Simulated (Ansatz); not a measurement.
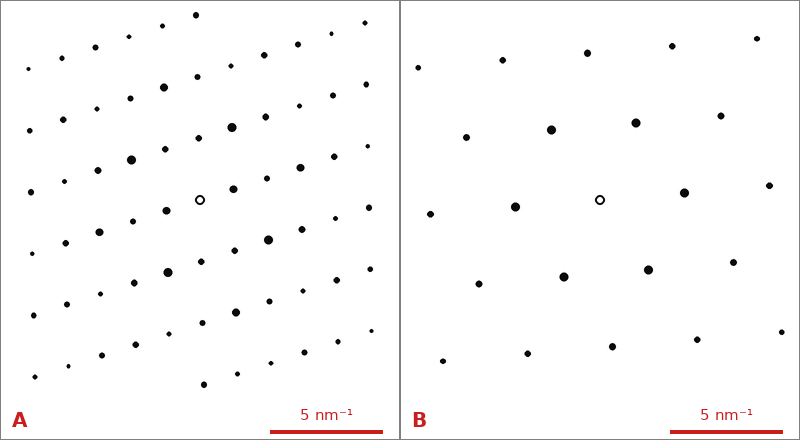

Kinematic electron diffraction patterns (120 kV, B = 0.5 Å², same scale, each along a low-index zone) of two structures of composition Na2Hg, each relaxed at zero pressure with DFT PBE, scalar-relativistic, plane waves, PAW in Ansatz.

The structures (standard cells):
1. I4/mmm (No. 139), a = 3.764 Å, c = 12.622 Å, 6 atoms; generated start, possibly hypothetical
2. Fm-3m (No. 225), a = 7.391 Å, 12 atoms; generated start, possibly hypothetical

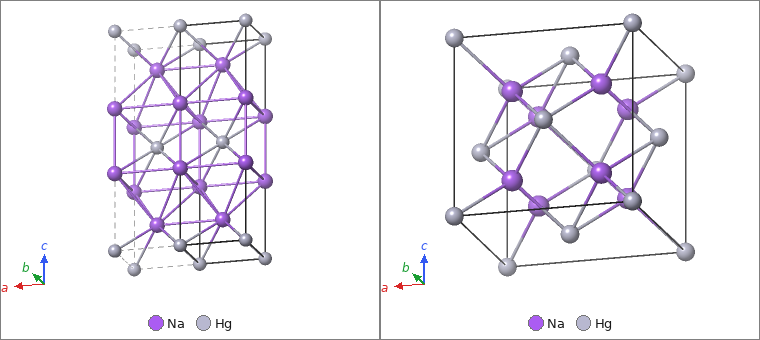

Drawings of the structures 1 to 2, from left to right (each may span several cells).

Q: Which pattern belongs to which structure, and along which zone?

A: A is structure 1 along [100] or an equivalent direction: centred rectangular net of 0 0 2 at d = 6.31 Å and 0 1 1 at d = 3.61 Å, 73.4° apart. B is structure 2 along [111] or an equivalent direction: hexagonal net of -2 2 0 at d = 2.61 Å and -2 0 2 at d = 2.61 Å, 60.0° apart.

Q: Which structure lies lowest at this level of theory, and by how much?

A: Structure 1 (I4/mmm, 29.81 Å³ an atom) is the lowest of these; structure 2 (Fm-3m, 33.64 Å³ an atom) lies about 47 meV an atom higher. These are static energies at 0 K; other structures, not shown, may lie lower still.
